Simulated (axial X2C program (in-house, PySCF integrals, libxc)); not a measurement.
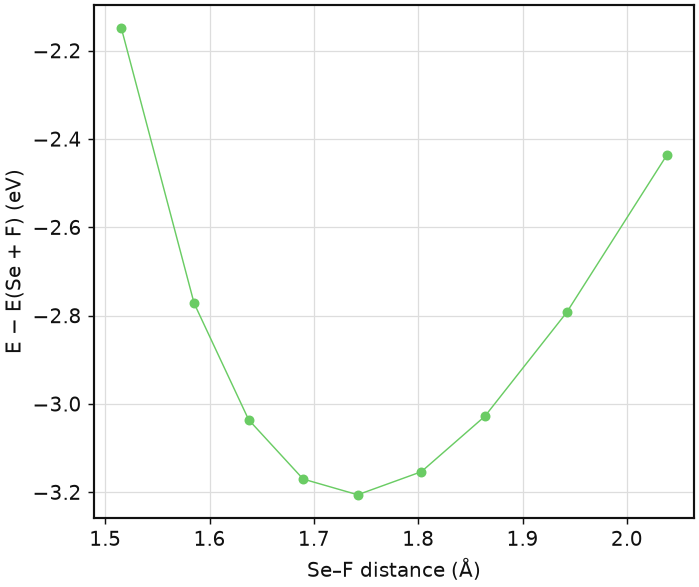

Fig. 1: Energy at 9 bond lengths, for one set of occupations held fixed; the line joins the points. A polynomial of degree 6 through 9 points gives rₑ = 1.738 Å, ωₑ = 703.1 cm⁻¹, ωₑxₑ = 3.0 cm⁻¹ and Bₑ = 0.3635 cm⁻¹. The minimum lies 3.21 eV below Se + F, each computed as one determinant at the same level.

## Run report: SeF, relativistic diatomic calculation

System: SeF, single determinant with Ω = 1/2 (not the lowest found).
Method: PBE0, two-component X2C with atomic mean-field Coulomb and Gaunt terms, Se dyall-cv3z, F dyall-av3z (cores contracted) (axial X2C program (in-house, PySCF integrals, libxc)).

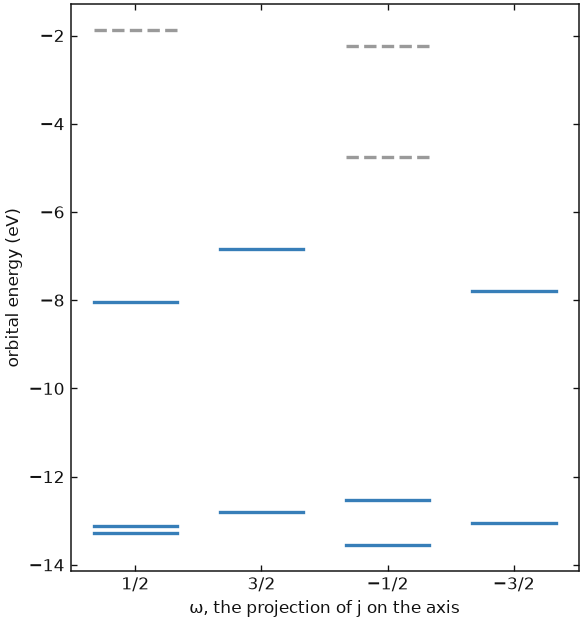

Fig. 2: Orbital energies near the frontier at 1.74 Å, filled (solid) and empty (dashed). The highest filled spinor (3/2; 85 % Se p, 10 % F p) lies at −6.85 eV, the lowest empty one (−1/2; 85 % Se p, 10 % F p) at −4.75 eV.

Input and output of the run follow.

The input:
```
{"zs": [34, 9], "q": 0, "bas": ["dyall-cv3z", "dyall-av3z"], "levels": ["PBE0", "HF", "PW91"], "cc": true, "r0": 1.8, "thr": -2.0, "nmax": 90, "npts": 10, "nst": 2, "ntry": 6}
```

The line is the task of a batch: nuclear charges, charge, bases, the levels to run, a first guess of the distance and further settings. This report covers PBE0 with spin-orbit coupling. The log is that of the reference distance 1.742 Å, started from orbitals converged before.

Launched within a batch (the task file carries these settings):
```bash
python <driver script> task.json out
```

Log:
```
two-component X2C + atomic mean field  PBE0
basis functions 156  fitting functions 863  grid points 5074
iter        total energy     max residual
   1      -2528.675056912     8.56e-05
   2      -2528.675056920     3.33e-05
   3      -2528.675056930     4.91e-06
converged
one-electron -3701.63106123  Coulomb 1179.58666525  exact exchange -24.21132556  xc functional -74.47250534  nuclear repulsion 92.95535393  atomic mean-field constant -0.90218397
```

The points of the curve:

```tsv
R (Å)	E (hartree)	dipole (D; origin at the first atom, positive when the second is positive)	highest filled (eV)	lowest empty (eV)
1.516	−2528.636236	−0.24	−6.19	−4.09
1.585	−2528.659120	−0.64	−6.41	−4.30
1.637	−2528.668817	−0.93	−6.56	−4.46
1.690	−2528.673749	−1.20	−6.71	−4.61
1.742	−2528.675057	−1.47	−6.85	−4.75
1.803	−2528.673139	−1.77	−7.01	−4.90
1.864	−2528.668526	−2.06	−7.15	−5.05
1.942	−2528.659883	−2.41	−7.32	−5.22
2.038	−2528.646818	−2.80	−7.51	−5.40
```

Results in brief:

- outcome: converged
- bond length rₑ: 1.738 Å
- ωₑ: 703.1 cm⁻¹
- energy at the minimum: −2528.67506 hartree
- depth below the fragments: 3.21 eV
- hardware: 1 thread of INTEL XEON PLATINUM @ 2.30GHz (Emerald Rapids), 24 GiB of memory available, shared host
- wall time: 5.6 s
- peak memory: 0.78 GiB

Notes:

Caveats: 9 of the 10 points asked for were kept.
